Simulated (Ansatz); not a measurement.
# C2H3F3 (1,1,2-trifluoroethane) at CCSD(T)/def2-SVP

Aim: the vertical ionisation energy of C2H3F3 (1,1,2-trifluoroethane) at CCSD(T)/def2-SVP, from 2 runs. 

The results are computed with Ansatz 0.2.0.

54 further runs of the same task are left out: 54 set aside as unsound or not needed.

### Step 1. The molecule

The species is C2H3F3 (8 atoms), meant as a singlet with charge 0. As SMILES, `FCC(F)F`. The coordinates come from a PBE0-D4/def2-TZVP relaxation. This is one conformer, not always the lowest.

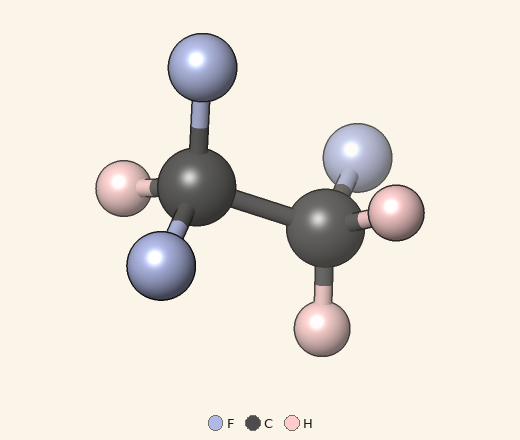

Viewed from a chosen angle; fluorine light blue, carbon dark grey, hydrogen pink.

### Step 2. A single-point energy at CCSD(T)/def2-SVP

The input, job.yaml:

```yaml
crystal:
  periodic: [false, false, false]
  atoms:
    - {symbol: F, position_ang: [-1.142800, -0.681000, 1.163100]}
    - {symbol: C, position_ang: [-0.188200, 0.195100, 0.711800]}
    - {symbol: C, position_ang: [0.172900, -0.152400, -0.711300]}
    - {symbol: F, position_ang: [0.824200, -1.335800, -0.756500]}
    - {symbol: F, position_ang: [1.011700, 0.803600, -1.182200]}
    - {symbol: H, position_ang: [0.701700, 0.118900, 1.342500]}
    - {symbol: H, position_ang: [-0.588500, 1.211500, 0.747300]}
    - {symbol: H, position_ang: [-0.698800, -0.217000, -1.370500]}
basis:
  gaussian:
    orbitals: def2-SVP
scf:
  omitted_lower_state_checks: [cluster_reference, increment]
accuracy: high
correlation:
  method: ccsd_t
  frozen_orbitals: {C: 1, F: 1, H: 0}
```

Command:

```
$ ansatz run job.yaml --threads 1 --pin off --max-ram 3480MiB --events-out events.jsonl --progress --plain --runs-dir runs
```

Log (excerpt; [...] marks lines left out):

```text
Warning: RAYON_NUM_THREADS=1 ignored (pool sized by the plan → 1); use --threads N
Functional definition: HF
  name "HF"
[...]
1972 factors; integrals over basis functions are off by at most 3.4e-9 eV
[...]
mean field -10217.63925733 eV, -375.4913169421 hartree, gradient 1.5e-8 eV, S^2 0.000000; 0 other end points of the search recorded, 0 dependent functions left out
5 core orbitals not correlated: weight in the atoms' cores, before any rotation towards them, 1.000 or more for the frozen orbitals, at most 0.000 for the correlated occupied ones
reference -10217.63925733 eV, -375.4913169421 hartree; 16, 16 occupied and 64, 64 virtual orbitals, 1972 factors
second order -22.30541549 eV of doubles, -0.00000000 eV of singles
cycle   1  -22.54824659 eV  change   -2.4e-1 eV  update   9.5e-2
[...]
cycle  19  -23.11899368 eV  change  -1.6e-10 eV  update   2.0e-9
perturbative correction -0.45571492 eV, -0.0167472143 hartree
Total energy: -10241.21396592 eV, -376.3576715035 hartree
Checks for a lower state left out: cluster_reference, increment
```

Run time: 27 s. Hardware: 1 thread of Arm Neoverse V1, shared host; peak memory 0.55 GiB.

### Step 3. The doublet cation, same level

The input, in.yaml:

```yaml
crystal:
  periodic: [false, false, false]
  atoms:
    - symbol: F
      position_ang: [-1.142800, -0.681000, 1.163100]
    - symbol: C
      position_ang: [-0.188200, 0.195100, 0.711800]
    - symbol: C
      position_ang: [0.172900, -0.152400, -0.711300]
    - symbol: F
      position_ang: [0.824200, -1.335800, -0.756500]
    - symbol: F
      position_ang: [1.011700, 0.803600, -1.182200]
    - symbol: H
      position_ang: [0.701700, 0.118900, 1.342500]
    - symbol: H
      position_ang: [-0.588500, 1.211500, 0.747300]
    - symbol: H
      position_ang: [-0.698800, -0.217000, -1.370500]
basis:
  gaussian:
    orbitals: def2-SVP
total_charge: 1
magnetization:
  spin_polarized: true
  initial_magnetization: 1
correlation:
  method: ccsd_t
  frozen_orbitals: {C: 1, F: 1, H: 0}
accuracy: high
scf:
  omitted_lower_state_checks: [cluster_reference, increment]
```

Command:

```
$ ansatz run in.yaml --threads 1 --pin off --max-ram 3480MiB --events-out events.jsonl --progress --plain --runs-dir runs
```

Log (excerpt; [...] marks lines left out):

```text
Warning: RAYON_NUM_THREADS=1 ignored (pool sized by the plan → 1); use --threads N
Functional definition: HF
  name "HF"
[...]
1970 factors; integrals over basis functions are off by at most 3.4e-9 eV
[...]
mean field -10204.55931501 eV, -375.0106379279 hartree, gradient 3.7e-8 eV, S^2 0.763823; 6 other end points of the search recorded, 0 dependent functions left out
5 core orbitals not correlated: weight in the atoms' cores, before any rotation towards them, 1.000 or more for the frozen orbitals, at most 0.000 for the correlated occupied ones
reference -10204.55931501 eV, -375.0106379279 hartree; 16, 15 occupied and 64, 65 virtual orbitals, 1970 factors
second order -22.74358106 eV of doubles, -0.00000000 eV of singles
cycle   1  -22.52585406 eV  change    2.2e-1 eV  update   1.5e-1
[...]
cycle  39  -23.39321906 eV  change   6.6e-10 eV  update   2.2e-9
perturbative correction -0.63740923 eV, -0.0234243571 hartree
Total energy: -10228.58994330 eV, -375.8937472291 hartree
Checks for a lower state left out: cluster_reference, increment
```

Run time: 2.6 min. Hardware: 1 thread of Arm Neoverse V1, shared host; peak memory 1.1 GiB.

### Step 4. Results

At CCSD(T)/def2-SVP, 5 core orbitals frozen:

```
                                                   quantity          value
                               singlet C2H3F3: total energy  -376.35767 Eh
singlet C2H3F3: correlation energy (5 core orbitals frozen)     -866.4 mEh
                             singlet C2H3F3: (T) correction     -16.75 mEh
                              singlet C2H3F3: T1 diagnostic          0.011
                               doublet cation: total energy  -375.89375 Eh
doublet cation: correlation energy (5 core orbitals frozen)     -883.1 mEh
                             doublet cation: (T) correction     -23.42 mEh
          doublet cation: ⟨S²⟩ of the reference determinant          0.764
                              doublet cation: T1 diagnostic          0.027
         vertical ionisation energy (to the doublet cation)      12.624 eV
```

**Reading.** The vertical ionisation energy comes to 12.62 eV (1218 kJ/mol). The triples (singlet C2H3F3) make up 1.9 % of the correlation energy. The triples (doublet cation) make up 2.7 % of the correlation energy.
